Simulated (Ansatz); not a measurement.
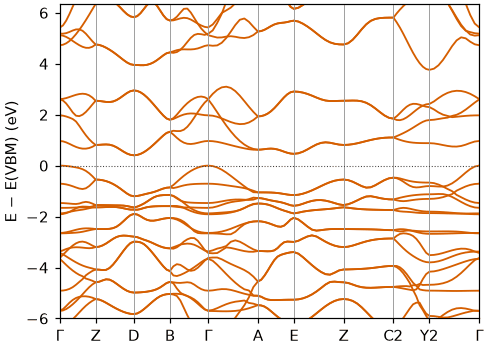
Figure. Band structure from DFT-r²SCAN in the program Ansatz with PAW potentials

The gap is 0.33 eV; an edge lies off the plotted path or next to a special point (maximum at Γ, minimum off the standard path).

The material is NiS2 in space group P2_1/c (No. 14; Ni on 2a, S on 4e).

The workflow started from a Materials Project entry (that database holds measured and hypothetical structures alike); the Crystallography Open Database copy checked does not list it. COD files the formula under space group No. 205, so this cell is another polymorph or a model. Whether it is the stable phase at ambient conditions was not checked. Symmetry was held in the r²SCAN relaxation; whether a distortion lowers the energy is not shown. No spin polarisation was allowed. A crystal of weakly bound layers computed without a dispersion correction: the cell and the soft elastic constants depend strongly on that.

Potentials: the earlier of the program's two PAW sets.
